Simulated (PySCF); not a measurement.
```xyz
11

B     0.8888    1.4825   -0.9370
H     1.9957    1.1502   -0.5595
H     0.7116    2.2792   -1.8287
O    -0.2031    0.9657   -0.3609
C    -0.1536    0.0094    0.6807
C    -0.7094   -1.3146    0.2106
H     0.8859   -0.0995    1.0373
H    -0.7562    0.4046    1.5147
H    -0.7655   -2.0265    1.0478
H    -1.7215   -1.1829   -0.2001
H    -0.0746   -1.7535   -0.5741
```

Geometry: PBE0-D3(BJ)/def2-SVP.

Method: PySCF, PBE0/pcSseg-1, SCF density, gas phase, non-relativistic.

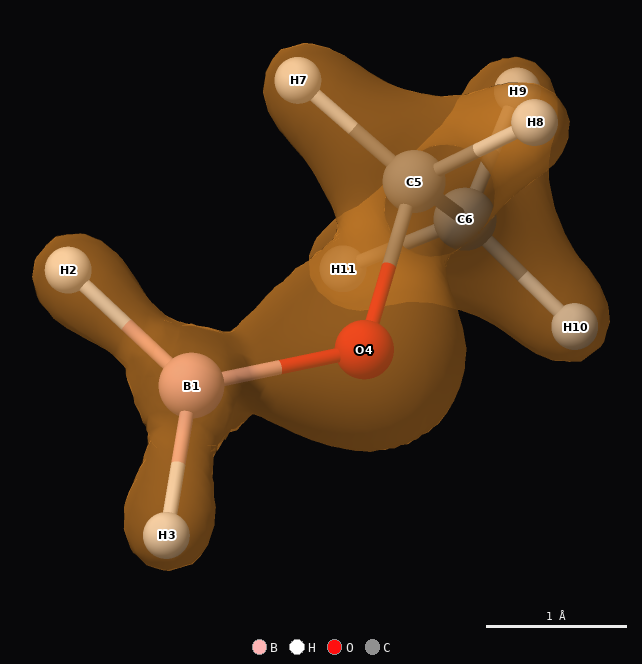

C₂H₇BO. Isosurface of the total electron density at 1 e/Å³ (orange), seen at an oblique angle.

How is the density connected at this value?

At this value the surface is in one piece. It bridges the sampled B–O (1.34 Å), C–O (1.41 Å), C–C (1.51 Å) and C–H (1.10 Å) contacts, where the density stays above the isovalue. On the grid the lowest density along these lines, outside the cores, is 1.6 e/Å³ (B–O, 1.34 Å), 1.7 e/Å³ (C–O, 1.41 Å), 1.7 e/Å³ (C–C, 1.51 Å) and 1.8 e/Å³ (C–H, 1.10 Å).
